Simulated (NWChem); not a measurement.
Single-point calculation of Si2H2OF2 (charge +1) (part 1 of 3)

System: Si2H2OF2, charge +1, multiplicity 2.
Method: HF/3-21G, UHF (NWChem 7.3.0).

The geometry is that of the parent species in another charge or spin state. The geometry comes from this level: PBE0-D4/def2-TZVP.

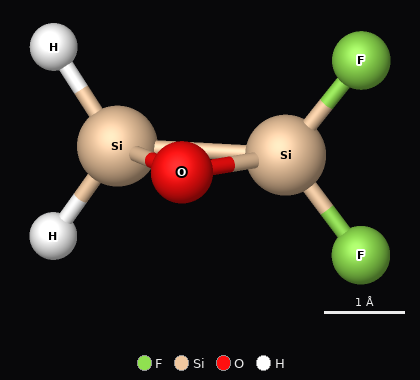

Fig. 1: The input geometry (ball-and-stick view, seen at a tilt).

Input file:
```
echo
start input
memory total 2200 mb
charge 1

geometry noautosym nocenter noautoz
 F        0.424200      -1.612100       1.693800
 Si       0.037900      -1.026000       0.280100
 F       -0.194200      -2.288000      -0.639100
 O        1.103500       0.077900      -0.322100
 Si      -0.304800       1.058600      -0.232800
 H       -0.202300       2.188800       0.720000
 H       -0.802800       1.532800      -1.545500
end

basis spherical bse
 * library 3-21G
end

scf
 nopen 1
 uhf
 thresh 1e-08
 maxiter 80
end

task scf energy
```

Run as:
```bash
nwchem input.nw > input.out
```

What the program printed:
```
============================== echo of input deck ==============================
echo
start input
memory total 2200 mb
charge 1

geometry noautosym nocenter noautoz
 F        0.424200      -1.612100       1.693800
 Si       0.037900      -1.026000       0.280100
 F       -0.194200      -2.288000      -0.639100
 O        1.103500       0.077900      -0.322100
 Si      -0.304800       1.058600      -0.232800
 H       -0.202300       2.188800       0.720000
 H       -0.802800       1.532800      -1.545500
end

basis spherical bse
 * library 3-21G
end

scf
 nopen 1
 uhf
 thresh 1e-08
 maxiter 80
end

task scf energy
================================================================================

             Northwest Computational Chemistry Package (NWChem) 7.3.0
             --------------------------------------------------------

           Job information
           ---------------

    nwchem branch   = 7.3.0
    use scalapack   = T
    input           = input.nw
    prefix          = input.
    data base       = ./input.db
    status          = startup
    nproc           =        1

           Memory information
           ------------------

    heap     =     72089600 doubles =      550.0 Mbytes
    stack    =     72089597 doubles =      550.0 Mbytes
    global   =    144179200 doubles =     1100.0 Mbytes (distinct from heap & stack)
    total    =    288358397 doubles =     2200.0 Mbytes
    verify   = yes
    hardfail = no

           Directory information
           ---------------------

  0 permanent = .
  0 scratch   = .

                                NWChem Input Module
                                -------------------

 Scaling coordinates for geometry "geometry" by  1.889725989
 (inverse scale =  0.529177249)

                             Geometry "geometry" -> ""
                             -------------------------

 Output coordinates in angstroms (scale by  1.889725989 to convert to a.u.)

  No.       Tag          Charge          X              Y              Z
 ---- ---------------- ---------- -------------- -------------- --------------
    1 F                    9.0000     0.42420000    -1.61210000     1.69380000
    2 Si                  14.0000     0.03790000    -1.02600000     0.28010000
    3 F                    9.0000    -0.19420000    -2.28800000    -0.63910000
    4 O                    8.0000     1.10350000     0.07790000    -0.32210000
    5 Si                  14.0000    -0.30480000     1.05860000    -0.23280000
    6 H                    1.0000    -0.20230000     2.18880000     0.72000000
    7 H                    1.0000    -0.80280000     1.53280000    -1.54550000

      Atomic Mass
      -----------

      F                 18.998400
      Si                27.976930
      O                 15.994910
      H                  1.007825

 Effective nuclear repulsion energy (a.u.)     309.6765488717

            Nuclear Dipole moment (a.u.)
            ----------------------------
        X                 Y               Z
 ---------------- ---------------- ----------------
    11.6337201035   -57.2581305362    12.7598078201

            XYZ format geometry
            -------------------
     7
 geometry
 F                     0.42420000    -1.61210000     1.69380000
 Si                    0.03790000    -1.02600000     0.28010000
 F                    -0.19420000    -2.28800000    -0.63910000
 O                     1.10350000     0.07790000    -0.32210000
 Si                   -0.30480000     1.05860000    -0.23280000
 H                    -0.20230000     2.18880000     0.72000000
 H                    -0.80280000     1.53280000    -1.54550000

 ==============================================================================
                                internuclear distances
 ------------------------------------------------------------------------------
       center one      |      center two      | atomic units |  angstroms
 ------------------------------------------------------------------------------
    2 Si               |   1 F                |     2.98271  |     1.57838
    3 F                |   2 Si               |     2.98280  |     1.57843
    4 O                |   2 Si               |     3.11475  |     1.64825
    5 Si               |   2 Si               |     4.10817  |     2.17395
    5 Si               |   4 O                |     3.24739  |     1.71845
    6 H                |   5 Si               |     2.80017  |     1.48178
    7 H                |   5 Si               |     2.80040  |     1.48191
 ------------------------------------------------------------------------------
                         number of included internuclear distances:          7
 ==============================================================================

 ==============================================================================
                                 internuclear angles
 ------------------------------------------------------------------------------
        center 1       |       center 2       |       center 3       |  degrees
 ------------------------------------------------------------------------------
    1 F                |   2 Si               |   3 F                |   105.11
    1 F                |   2 Si               |   4 O                |   114.69
    1 F                |   2 Si               |   5 Si               |   127.30
    3 F                |   2 Si               |   4 O                |   114.69
    3 F                |   2 Si               |   5 Si               |   127.31
    2 Si               |   4 O                |   5 Si               |    80.41
    2 Si               |   4 O                |   5 Si               |    80.41
    5 Si               |   4 O                |   2 Si               |    80.41
    2 Si               |   5 Si               |   6 H                |   124.66
    2 Si               |   5 Si               |   7 H                |   124.67
    4 O                |   5 Si               |   6 H                |   114.33
    4 O                |   5 Si               |   7 H                |   114.33
    6 H                |   5 Si               |   7 H                |   110.41
 ------------------------------------------------------------------------------
                            number of included internuclear angles:         13
 ==============================================================================

 Summary of "ao basis" -> "" (spherical)
 ------------------------------------------------------------------------------
       Tag                 Description            Shells   Functions and Types
 ---------------- ------------------------------  ------  ---------------------
 *                           3-21G                    on all atoms

                      Basis "ao basis" -> "ao basis" (spherical)
                      -----
  [basis functions not shown]

 Summary of "ao basis" -> "ao basis" (spherical)
 ------------------------------------------------------------------------------
       Tag                 Description            Shells   Functions and Types
 ---------------- ------------------------------  ------  ---------------------
 F                           3-21G                   5        9   3s2p
 Si                          3-21G                   7       13   4s3p
 O                           3-21G                   5        9   3s2p
 H                           3-21G                   2        2   2s

                                 NWChem SCF Module
                                 -----------------

  ao basis        = "ao basis"
  functions       =    57
  atoms           =     7
  alpha electrons =    28
  beta  electrons =    27
  charge          =   1.00
  wavefunction    = UHF
  input vectors   = atomic
  output vectors  = ./input.movecs
  use symmetry    = F
  symmetry adapt  = F

 Summary of "ao basis" -> "ao basis" (spherical)
 ------------------------------------------------------------------------------
       Tag                 Description            Shells   Functions and Types
 ---------------- ------------------------------  ------  ---------------------
 F                           3-21G                   5        9   3s2p
 Si                          3-21G                   7       13   4s3p
 O                           3-21G                   5        9   3s2p
 H                           3-21G                   2        2   2s

 Forming initial guess at       0.0s

      Superposition of Atomic Density Guess
      -------------------------------------

 Sum of atomic energies:        -847.74223921

 Renormalizing density from      56.00 to     55

      Non-variational initial energy
      ------------------------------

 Total energy =    -839.438352
 1-e energy   =   -1763.799014
 2-e energy   =     614.684113
 HOMO         =      -0.580259
 LUMO         =      -0.270459

 Starting SCF solution at       0.1s

 ----------------------------------------------
         Quadratically convergent UHF

 Convergence threshold     :          1.000E-08
 Maximum no. of iterations :           80
 Integral*density screening:          1.000E-10
 ----------------------------------------------

              iter       energy          gnorm     gmax       time
             ----- ------------------- --------- --------- --------
                 1     -847.7739290060  1.42D+00  2.46D-01      0.2
                 2     -847.9569436864  2.96D-01  5.48D-02      0.4
                 3     -847.9818978555  5.72D-02  2.82D-02      0.8
                 4     -847.9828020892  2.14D-03  6.64D-04      1.1
                 5     -847.9828057219  9.89D-06  3.92D-06      1.9
  ga_iter_lsolve: convergence stagnant ... aborting solve
                 6     -847.9828057219  4.76D-09  1.91D-09      3.4

       Final UHF  results
       ------------------

         Total SCF energy =   -847.982805721942
      One electron energy =  -1782.045627585049
      Two electron energy =    624.386272991457
 Nuclear repulsion energy =    309.676548871651

                       Sz =      0.5000
                 Sz(Sz+1) =      0.7500
                      S^2 =      0.7678

        Time for solution =      3.3s

          Final alpha eigenvalues
          -----------------------

              1
    1  -68.7131
    2  -68.6185
    3  -26.3931
    4  -26.3928
    5  -20.8251
    6   -6.5101
    7   -6.4319
    8   -4.6084
    9   -4.6070
   10   -4.6050
   11   -4.5294
   12   -4.5255
   13   -4.5248
   14   -1.8308
   15   -1.8034
   16   -1.7157
   17   -1.0710
   18   -1.0170
   19   -0.9484
   20   -0.9270
   21   -0.8978
   22   -0.8847
   23   -0.8673
   24   -0.8547
   25   -0.8503
   26   -0.8398
   27   -0.7310
   28   -0.6871
   29   -0.1765
   30   -0.0911
   31   -0.0797
   32    0.0104
   33    0.0388
   34    0.0750
   35    0.1350
   36    0.1711
   37    0.2286
   38    0.2398

          Final beta eigenvalues
          ----------------------

              1
    1  -68.7125
    2  -68.6177
    3  -26.3921
    4  -26.3918
    5  -20.7995
    6   -6.5094
    7   -6.4310
    8   -4.6095
    9   -4.6048
   10   -4.6016
   11   -4.5289
   12   -4.5242
   13   -4.5212
   14   -1.8271
   15   -1.8003
   16   -1.6327
   17   -1.0021
   18   -0.9842
   19   -0.9171
   20   -0.9110
   21   -0.8859
   22   -0.8488
   23   -0.8476
   24   -0.8357
   25   -0.8351
   26   -0.7686
   27   -0.7224
   28   -0.2959
   29   -0.1401
   30   -0.0633
   31   -0.0630
   32    0.0133
   33    0.0458
   34    0.0893
   35    0.1384
   36    0.1858
   37    0.2300
   38    0.2472

                    UHF Final Alpha Molecular Orbital Analysis
                    ------------------------------------------

 Vector   17  Occ=1.000000D+00  E=-1.071038D+00
              MO Center=  4.8D-01, -2.6D-02, -1.3D-01, r^2= 2.2D+00
   Bfn.  Coefficient  Atom+Function         Bfn.  Coefficient  Atom+Function
  ----- ------------  ---------------      ----- ------------  ---------------
    37      0.353422  4 O  s                 34      0.303513  4 O  px
    38      0.289104  4 O  px                15     -0.266240  2 Si s
    46     -0.265666  5 Si s                 42      0.176272  5 Si s
    11      0.163213  2 Si s

 Vector   18  Occ=1.000000D+00  E=-1.016961D+00
              MO Center=  4.8D-01, -2.5D-01, -6.0D-02, r^2= 3.1D+00
   Bfn.  Coefficient  Atom+Function         Bfn.  Coefficient  Atom+Function
  ----- ------------  ---------------      ----- ------------  ---------------
    39      0.320558  4 O  py                35      0.300424  4 O  py
    15     -0.256916  2 Si s                 46      0.239521  5 Si s
    50      0.207091  5 Si s                 42     -0.171151  5 Si s
     9      0.156256  1 F  pz                11      0.155695  2 Si s
     5      0.152334  1 F  pz

 Vector   19  Occ=1.000000D+00  E=-9.484099D-01
              MO Center=  3.5D-01, -1.1D+00,  2.3D-01, r^2= 3.3D+00
   Bfn.  Coefficient  Atom+Function         Bfn.  Coefficient  Atom+Function
  ----- ------------  ---------------      ----- ------------  ---------------
    31      0.258678  3 F  pz                27      0.242635  3 F  pz
     9     -0.234809  1 F  pz                 5     -0.222314  1 F  pz
    17     -0.204488  2 Si py                38      0.195970  4 O  px
    34      0.184111  4 O  px                35      0.170306  4 O  py
    39      0.170106  4 O  py                15      0.154525  2 Si s

 Vector   20  Occ=1.000000D+00  E=-9.269746D-01
              MO Center=  4.2D-01, -1.0D+00,  1.8D-01, r^2= 3.0D+00
   Bfn.  Coefficient  Atom+Function         Bfn.  Coefficient  Atom+Function
  ----- ------------  ---------------      ----- ------------  ---------------
    40      0.306004  4 O  pz                36      0.276888  4 O  pz
    30     -0.258658  3 F  py                26     -0.248216  3 F  py
    18      0.245181  2 Si pz                 8      0.206070  1 F  py
     4      0.193795  1 F  py                 9     -0.158495  1 F  pz
     5     -0.157371  1 F  pz
```
